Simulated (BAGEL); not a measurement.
# ROHF/6-31G(d) (density fitting with qzvpp-jkfit, spherical functions) run of CH6AlGe (SMILES [CH3][Al][GeH3])

Aim: the vertical doublet–quartet gap of CH6AlGe at ROHF/6-31G* (density fitting with qzvpp-jkfit, spherical functions), from 2 runs. 

Program for the calculation: BAGEL 1.2.2.

2 further runs of the same task are left out: 1 that didn't finish, 1 set aside as unsound or not needed. Runs told in other sessions of the task aren't counted.

### Step 1. The molecule

CH6AlGe: 9 atoms, total charge 0, spin state doublet. SMILES: `[CH3][Al][GeH3]`. Geometry: relaxed at PBE0-D4/def2-TZVP.

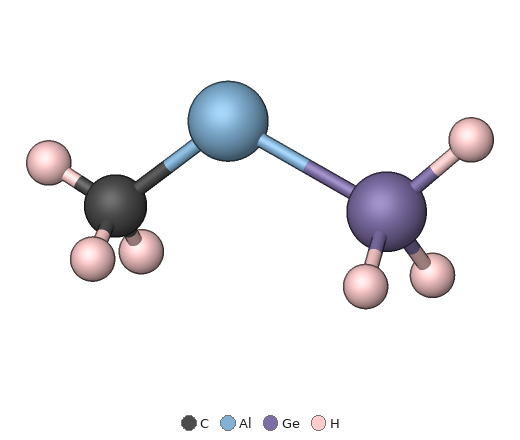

Viewed from a chosen angle; carbon dark grey, aluminium light blue, germanium purple, hydrogen pink.

### Step 2. The energy at ROHF/6-31G(d) (density fitting with qzvpp-jkfit, spherical functions)

input.json reads:

```json
{ "bagel" : [

{
  "title" : "molecule",
  "basis" : "6-31gs.json",
  "df_basis" : "qzvpp-jkfit",
  "angstrom" : "true",
  "geometry" : [
    { "atom" : "C", "xyz" : [      -0.875600,       1.332100,      -1.110000 ] },
    { "atom" : "Al", "xyz" : [       0.881900,       0.543800,      -0.713300 ] },
    { "atom" : "Ge", "xyz" : [       0.948800,      -1.269200,       1.023400 ] },
    { "atom" : "H", "xyz" : [      -1.565200,       0.544800,      -1.436000 ] },
    { "atom" : "H", "xyz" : [      -0.851700,       2.107200,      -1.878000 ] },
    { "atom" : "H", "xyz" : [      -1.295700,       1.766800,      -0.195400 ] },
    { "atom" : "H", "xyz" : [       2.360300,      -1.837600,       1.267600 ] },
    { "atom" : "H", "xyz" : [       0.052500,      -2.467400,       0.632600 ] },
    { "atom" : "H", "xyz" : [       0.433100,      -0.767000,       2.392200 ] }
  ]
},

{ "title" : "rohf", "nopen" : 1 },

{ "title" : "print", "file" : "orbitals.molden", "orbitals" : "true" }

]}
```

The basis set 6-31G* is read from a file made from the Basis Set Exchange's data (not shown).

Launch:

```bash
$ BAGEL_NUM_THREADS=1 BAGEL input.json > input.out
```

The log of the run:

```text
* using 1 threads per process

  ===============================================================
  ===============================================================

  *** Geometry ***

  { "atom" : "C", "xyz" : [     -1.654644,      2.517304,     -2.097596 ] },
  { "atom" : "Al", "xyz" : [      1.666549,      1.027633,     -1.347942 ] },
  { "atom" : "Ge", "xyz" : [      1.792972,     -2.398440,      1.933946 ] },
  { "atom" : "H", "xyz" : [     -2.957799,      1.029523,     -2.713647 ] },
  { "atom" : "H", "xyz" : [     -1.609480,      3.982031,     -3.548906 ] },
  { "atom" : "H", "xyz" : [     -2.448518,      3.338768,     -0.369252 ] },
  { "atom" : "H", "xyz" : [      4.460321,     -3.472561,      2.395417 ] },
  { "atom" : "H", "xyz" : [      0.099211,     -4.662710,      1.195441 ] },
  { "atom" : "H", "xyz" : [      0.818440,     -1.449420,      4.520603 ] },

  Number of auxiliary basis functions:      577

  Since a DF basis is specified, we compute 2- and 3-index integrals:
    o Being stored without compression. Storage requirement is 0.027 GB

  Number of basis functions:       76
  Number of electrons      :       57

    * METHOD: MOLECULE                             0.26

  *** Open-shell HF ***

  === Nuclear Repulsion ===
   207.5571304597

      * DIIS with orbital gradients will be used.

  === ROHF iteration (6-31gs.json) ===
      0      -2358.18784708          0.02437307           0.13
      1      -2358.27521667          0.01116282           0.13
      2      -2358.29445044          0.00530564           0.13
      3      -2358.29967944          0.00132303           0.13
      4      -2358.30117247          0.00044193           0.13
      5      -2358.30146078          0.00021656           0.13
      6      -2358.30151822          0.00004139           0.13
      7      -2358.30153926          0.00001481           0.13
      8      -2358.30154302          0.00000318           0.13
      9      -2358.30154405          0.00000090           0.13
     10      -2358.30154439          0.00000033           0.13
     11      -2358.30154441          0.00000015           0.13
     12      -2358.30154442          0.00000007           0.13
     13      -2358.30154442          0.00000004           0.12
     14      -2358.30154442          0.00000003           0.13
     15      -2358.30154442          0.00000001           0.13
     16      -2358.30154442          0.00000001           0.13
    * SCF iteration converged.

    * S^2 (ROHF) is 0.7500

    * Permanent dipole moment:
           (    0.075170,    -0.405209,     0.376075) a.u.

    * METHOD: ROHF                                 2.40

    * METHOD: PRINT                                0.01

  ===============================================================
```

It took 2.8 s on 1 thread of Intel Xeon 6975P-C (Granite Rapids), shared host; peak memory 0.14 GiB.

### Step 3. The quartet

job.json reads:

```json
{ "bagel" : [

{
  "title" : "molecule",
  "basis" : "6-31gs.json",
  "df_basis" : "qzvpp-jkfit",
  "angstrom" : true,
  "geometry" : [
    { "atom" : "C", "xyz" : [   -0.875600,    1.332100,   -1.110000 ] },
    { "atom" : "Al", "xyz" : [    0.881900,    0.543800,   -0.713300 ] },
    { "atom" : "Ge", "xyz" : [    0.948800,   -1.269200,    1.023400 ] },
    { "atom" : "H", "xyz" : [   -1.565200,    0.544800,   -1.436000 ] },
    { "atom" : "H", "xyz" : [   -0.851700,    2.107200,   -1.878000 ] },
    { "atom" : "H", "xyz" : [   -1.295700,    1.766800,   -0.195400 ] },
    { "atom" : "H", "xyz" : [    2.360300,   -1.837600,    1.267600 ] },
    { "atom" : "H", "xyz" : [    0.052500,   -2.467400,    0.632600 ] },
    { "atom" : "H", "xyz" : [    0.433100,   -0.767000,    2.392200 ] }
  ]
},
{
  "title" : "rohf",
  "nopen" : 3
},
{
  "title" : "print",
  "file" : "orbitals.molden",
  "orbitals" : true
}

]}
```

The basis set 6-31G* is read from a file made from the Basis Set Exchange's data (not shown).

Launch:

```bash
$ BAGEL_NUM_THREADS=1 BAGEL job.json > job.out
```

The log of the run:

```text
* using 1 threads per process

  ===============================================================
  ===============================================================

  *** Geometry ***

  { "atom" : "C", "xyz" : [     -1.654644,      2.517304,     -2.097596 ] },
  { "atom" : "Al", "xyz" : [      1.666549,      1.027633,     -1.347942 ] },
  { "atom" : "Ge", "xyz" : [      1.792972,     -2.398440,      1.933946 ] },
  { "atom" : "H", "xyz" : [     -2.957799,      1.029523,     -2.713647 ] },
  { "atom" : "H", "xyz" : [     -1.609480,      3.982031,     -3.548906 ] },
  { "atom" : "H", "xyz" : [     -2.448518,      3.338768,     -0.369252 ] },
  { "atom" : "H", "xyz" : [      4.460321,     -3.472561,      2.395417 ] },
  { "atom" : "H", "xyz" : [      0.099211,     -4.662710,      1.195441 ] },
  { "atom" : "H", "xyz" : [      0.818440,     -1.449420,      4.520603 ] },

  Number of auxiliary basis functions:      577

  Since a DF basis is specified, we compute 2- and 3-index integrals:
    o Being stored without compression. Storage requirement is 0.027 GB

  Number of basis functions:       76
  Number of electrons      :       57

    * METHOD: MOLECULE                             0.26

  *** Open-shell HF ***

  === Nuclear Repulsion ===
   207.5571304597

      * DIIS with orbital gradients will be used.

  === ROHF iteration (6-31gs.json) ===
      0      -2358.09094927          0.01894253           0.13
      1      -2358.15265147          0.00792028           0.12
      2      -2358.16560031          0.00466453           0.12
      3      -2358.16973257          0.00174635           0.12
      4      -2358.17246163          0.00123591           0.13
      5      -2358.17413239          0.00103522           0.12
      6      -2358.17582051          0.00055685           0.12
      7      -2358.17637459          0.00020824           0.12
      8      -2358.17651856          0.00015622           0.13
      9      -2358.17649931          0.00004034           0.12
     10      -2358.17652128          0.00001394           0.12
     11      -2358.17652499          0.00000344           0.12
     12      -2358.17652474          0.00000100           0.13
     13      -2358.17652516          0.00000037           0.12
     14      -2358.17652520          0.00000014           0.12
     15      -2358.17652524          0.00000005           0.13
     16      -2358.17652524          0.00000002           0.13
     17      -2358.17652523          0.00000001           0.12
    * SCF iteration converged.

    * S^2 (ROHF) is 3.7500

    * Permanent dipole moment:
           (    0.241055,     0.603521,    -0.633975) a.u.

    * METHOD: ROHF                                 2.44

    * METHOD: PRINT                                0.01

  ===============================================================
```

Run time: 2.9 s. Hardware: 1 thread of Intel Xeon 6975P-C (Granite Rapids), shared host; peak memory 0.14 GiB.

### Step 4. What came out

Level: ROHF/6-31G* (density fitting with qzvpp-jkfit, spherical functions).

| quantity | value |
| --- | --- |
| doublet: total energy | -2358.30154 Eh |
| doublet: dipole moment | 1.42 D |
| doublet: ⟨S²⟩ | 0.750 |
| quartet: total energy | -2358.17653 Eh |
| quartet: dipole moment | 2.31 D |
| quartet: ⟨S²⟩ | 3.750 |
| vertical energy of the quartet above the doublet | 3.402 eV |

In words: At this shape the quartet lies 3.40 eV (78 kcal/mol) above the doublet.
